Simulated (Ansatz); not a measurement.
**SiH₄: geometry relaxation**

System: SiH₄.
Method: RKS PBE0-D4/def2-TZVP (Ansatz 0.2.0).

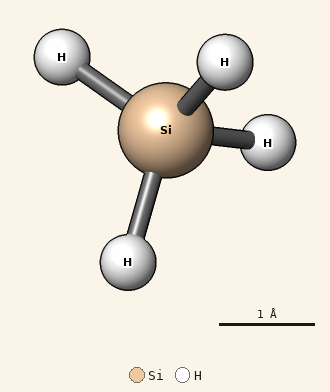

*The input geometry (ball-and-stick view, seen at a tilt).*

## Summary

| quantity | value |
| --- | --- |
| outcome | converged |
| total energy | −7939.1200 eV |
| mean-field energy | −7939.0854 eV |
| dispersion energy | −0.0346 eV |
| SCF solution under orbital rotations | stable |
| largest force (length of the vector) at the end | 0.004 eV/Å |
| dipole moment | 0.00 D |
| hardware | 8 threads of Arm Neoverse V1, 23 GiB of memory available, shared host |
| wall time | 0.85 s (CPU time 4 s) |
| peak memory | 0.65 GiB |

## The input
```yaml
crystal:
  periodic: [false, false, false]
  atoms:
    - {symbol: Si, position_ang: [1.074656, 1.550733, 1.046902]}
    - {symbol: H, position_ang: [-0.156502, 1.958839, 0.324376]}
    - {symbol: H, position_ang: [1.610070, 2.802099, 1.672759]}
    - {symbol: H, position_ang: [2.143860, 1.065788, 0.138999]}
    - {symbol: H, position_ang: [0.803168, 0.622370, 2.172627]}
basis:
  gaussian: {orbitals: def2-TZVP}
hamiltonian: {xc: pbe0, dispersion: d4}
relax: {f_tol: 0.005, max_steps: 200}
```

Run as:
```bash
ansatz run in.yaml --threads 8 --pin off --events-out ev --progress --plain --max-ram 19148MiB
```

## Log
```
Functional definition: PBE0
  name "PBE0"
  cite "Adamo & Barone, J. Chem. Phys. 110, 6158 (1999) doi:10.1063/1.478522"
  cite "Perdew, Burke & Ernzerhof, Phys. Rev. Lett. 77, 3865 (1996) doi:10.1103/PhysRevLett.77.3865"
  parent pbe
  parameter a = 0.25
  parameter kappa = 0.804
  parameter beta = 0.06672455060314922
  exchange = (1 - a)*pbe_x(kappa = kappa, mu = beta*pi^2/3) + a*exact_x
  correlation = pbe_c(beta = beta)
444 factors; their error is unknown
mean field evaluation 1: about -7938.7409 eV, gradient 8.6e0 eV
mean field evaluation 2: about -7938.9662 eV, gradient 3.9e0 eV
mean field evaluation 4: about -7939.0128 eV, gradient 8.8e-2 eV
mean field evaluation 8: about -7939.0459 eV, gradient 2.3e-3 eV
mean field -7939.04585330 eV, -291.7545538302 hartree, gradient 3.2e-5 eV, S^2 0.000000; 0 other end points of the search recorded, 0 dependent functions left out
the calculation of the forces begins
reference -7939.04588020 eV, -291.7545548186 hartree; 9, 9 occupied and 52, 52 virtual orbitals, 444 factors
relax step   1: F+E_penalty+E_count = -7939.08044466 eV  Δ(F+E_penalty+E_count) = +0.000e0 eV  max|allowed force component| = 7.494e-1 eV/Å  Δτ_max = 0.0000 Å  (18 SCF iters, accepted)
these checks for a lower state are left out or cut short: starts, cluster_reference, orbital_swaps, neighbouring_geometries, increment
444 factors; their error is unknown
mean field evaluation 16: about -7939.0815 eV, gradient 4.3e-5 eV
mean field -7939.08148309 eV, -291.7558632009 hartree, gradient 4.3e-5 eV, S^2 0.000000; 0 other end points of the search recorded, 0 dependent functions left out
the calculation of the forces begins
reference -7939.08150986 eV, -291.7558641846 hartree; 9, 9 occupied and 52, 52 virtual orbitals, 444 factors
relax step   2: F+E_penalty+E_count = -7939.11607247 eV  Δ(F+E_penalty+E_count) = -3.563e-2 eV  max|allowed force component| = 1.220e-1 eV/Å  Δτ_max = 0.0731 Å  (19 SCF iters, accepted)
these checks for a lower state are left out or cut short: starts, cluster_reference, orbital_swaps, neighbouring_geometries, increment
444 factors; their error is unknown
mean field -7939.08191811 eV, -291.7558791876 hartree, gradient 3.0e-5 eV, S^2 0.000000; 0 other end points of the search recorded, 0 dependent functions left out
the calculation of the forces begins
reference -7939.08194486 eV, -291.7558801707 hartree; 9, 9 occupied and 52, 52 virtual orbitals, 444 factors
relax step   3: F+E_penalty+E_count = -7939.11648681 eV  Δ(F+E_penalty+E_count) = -4.143e-4 eV  max|allowed force component| = 1.477e-1 eV/Å  Δτ_max = 0.0250 Å  (19 SCF iters, accepted)
these checks for a lower state are left out or cut short: starts, cluster_reference, orbital_swaps, neighbouring_geometries, increment
444 factors; their error is unknown
mean field -7939.08539221 eV, -291.7560068582 hartree, gradient 2.9e-5 eV, S^2 0.000000; 0 other end points of the search recorded, 0 dependent functions left out
the calculation of the forces begins
reference -7939.08541901 eV, -291.7560078432 hartree; 9, 9 occupied and 52, 52 virtual orbitals, 444 factors
relax step   4: F+E_penalty+E_count = -7939.11997334 eV  Δ(F+E_penalty+E_count) = -3.487e-3 eV  max|allowed force component| = 3.300e-3 eV/Å  Δτ_max = 0.0114 Å  (20 SCF iters, accepted)
444 factors; their error is unknown
mean field evaluation 32: about -7939.0521 eV, gradient 7.9e-2 eV
```

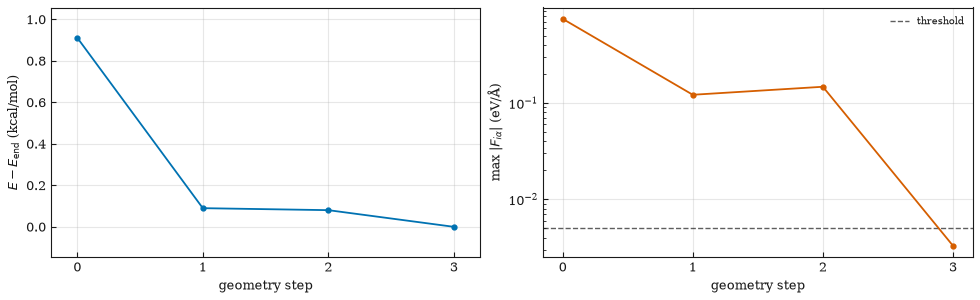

*Progress of the relaxation, step by step (the first geometry is step 0 here and step 1 in the log).*

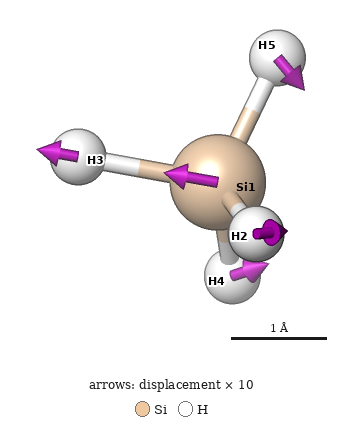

*The starting structure with the displacements as pink arrows, magnified 10 times (ball-and-stick view, seen at an oblique angle). The two geometries are laid on each other by the best rigid fit.*

The atom that moves furthest after the best rigid fit is Si1 (0.059 Å). Largest moves by element: Si 0.059 Å, H 0.046 Å. Distances before and after: Si1–H3 1.498 → 1.485 Å. Among the angles that change: H2–Si1–H3 105.7° → 109.5°, H2–Si1–H4 112.9° → 109.5°. Over 3 geometry steps the energy falls by 0.91 kcal/mol. The largest force component goes from 0.75 to 0.0033 eV/Å. (Atoms are counted from 1 in the order of the input.)

```
mean field -7939.08539221 eV, -291.7560068582 hartree, gradient 2.9e-5 eV, S^2 0.000000; 1 other end points of the search recorded, 0 dependent functions left out
the calculation of the forces begins
reference -7939.08541901 eV, -291.7560078432 hartree; 9, 9 occupied and 52, 52 virtual orbitals, 444 factors
Total energy: -7939.12000014 eV, -291.7572786764 hartree
Atom 0 at     1.095139     1.600158     1.071232 Å, force    -0.001399    -0.002648    -0.001476 eV/Å
Atom 1 at    -0.146758     1.914772     0.321139 Å, force    -0.002690     0.001805    -0.001384 eV/Å
Atom 2 at     1.626389     2.839741     1.691729 Å, force     0.001296     0.003054     0.001520 eV/Å
Atom 3 at     2.106545     1.039653     0.140219 Å, force     0.003130    -0.000536    -0.001960 eV/Å
Atom 4 at     0.793937     0.605504     2.131344 Å, force    -0.000337    -0.001674     0.003300 eV/Å
Dipole moment:     0.000094     0.000201     0.000105 e Å
```

## Trajectory as extended XYZ (Å, eV, eV/Å), 4 frames, from step=1 to step=4
```
5
Properties=species:S:1:pos:R:3:forces:R:3 step=1 energy=-7939.08044
Si    1.0747    1.5507    1.0469    0.3045   0.7494   0.3656
H    -0.1565    1.9588    0.3244   -0.0173  -0.2514  -0.0665
H     1.6101    2.8021    1.6728   -0.0525  -0.1278  -0.0625
H     2.1439    1.0658    0.1390   -0.1574  -0.1986  -0.0575
H     0.8032    0.6224    2.1726   -0.0773  -0.1717  -0.1790
5
Properties=species:S:1:pos:R:3:forces:R:3 step=2 energy=-7939.11607
Si    1.1002    1.6121    1.0772   -0.0548  -0.1220  -0.0625
H    -0.1474    1.9024    0.3180    0.0663   0.0587   0.0565
H     1.6340    2.8573    1.7006   -0.0498  -0.1149  -0.0579
H     2.0982    1.0304    0.1379    0.0012   0.0830   0.0592
H     0.7902    0.5977    2.1220    0.0371   0.0951   0.0046
5
Properties=species:S:1:pos:R:3:forces:R:3 step=3 energy=-7939.11649
Si    1.0967    1.6039    1.0731   -0.0157  -0.0347  -0.0178
H    -0.1382    1.9087    0.3255   -0.1477   0.0607  -0.0841
H     1.6250    2.8365    1.6901    0.0554   0.1296   0.0648
H     2.0968    1.0407    0.1461    0.1374  -0.0503  -0.1079
H     0.7949    0.6101    2.1209   -0.0293  -0.1054   0.1451
5
Properties=species:S:1:pos:R:3:forces:R:3 step=4 energy=-7939.11997
Si    1.0951    1.6002    1.0712   -0.0014  -0.0026  -0.0015
H    -0.1468    1.9148    0.3211   -0.0027   0.0018  -0.0014
H     1.6264    2.8397    1.6917    0.0013   0.0031   0.0015
H     2.1065    1.0397    0.1402    0.0031  -0.0005  -0.0020
H     0.7939    0.6055    2.1313   -0.0003  -0.0017   0.0033
```
